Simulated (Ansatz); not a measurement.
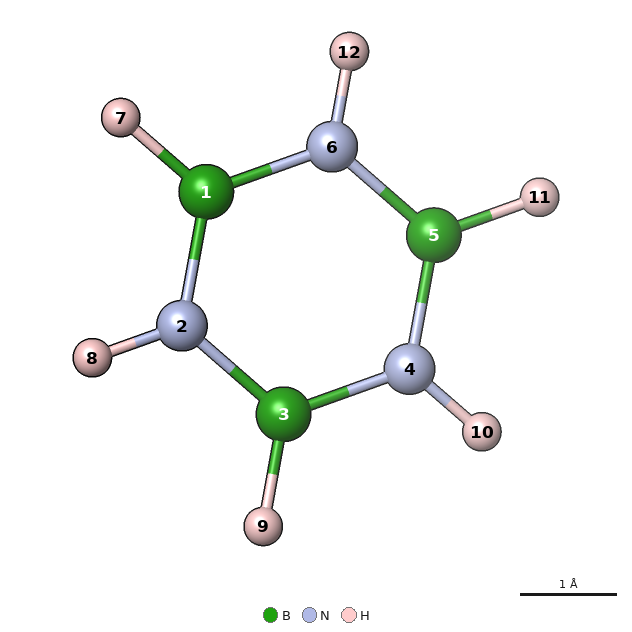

Source: calculation with Ansatz.

Orthographic view. Atoms fade into the background with distance from the viewer. Geometry: a fixed input geometry, not necessarily a minimum.

Write a MOL file (V2000) with the atoms in numerical order, bonds sorted by atom number with the orders drawn, and coordinates in the frame of the picture: x right, y up, z towards the viewer, origin at the mean position.

```
B3H6N3
                    3D

 12 12  0  0  0  0  0  0  0  0999 V2000
   -1.0700    0.9300    0.2000 B   0  0  0  0  0  0  0  0  0  0  0  0
   -1.3200   -0.4800    0.2600 N   0  0  0  0  0  0  0  0  0  0  0  0
   -0.2600   -1.4100    0.0600 B   0  0  0  0  0  0  0  0  0  0  0  0
    1.0700   -0.9300   -0.1900 N   0  0  0  0  0  0  0  0  0  0  0  0
    1.3200    0.4700   -0.2600 B   0  0  0  0  0  0  0  0  0  0  0  0
    0.2600    1.4000   -0.0600 N   0  0  0  0  0  0  0  0  0  0  0  0
   -1.9700    1.7100    0.3600 H   0  0  0  0  0  0  0  0  0  0  0  0
   -2.2600   -0.8100    0.4400 H   0  0  0  0  0  0  0  0  0  0  0  0
   -0.4700   -2.5800    0.1100 H   0  0  0  0  0  0  0  0  0  0  0  0
    1.8300   -1.5900   -0.3300 H   0  0  0  0  0  0  0  0  0  0  0  0
    2.4300    0.8700   -0.4700 H   0  0  0  0  0  0  0  0  0  0  0  0
    0.4400    2.4000   -0.1100 H   0  0  0  0  0  0  0  0  0  0  0  0
  1  2  1  0
  1  6  1  0
  1  7  1  0
  2  3  1  0
  2  8  1  0
  3  4  1  0
  3  9  1  0
  4  5  1  0
  4 10  1  0
  5  6  1  0
  5 11  1  0
  6 12  1  0
M  END
```
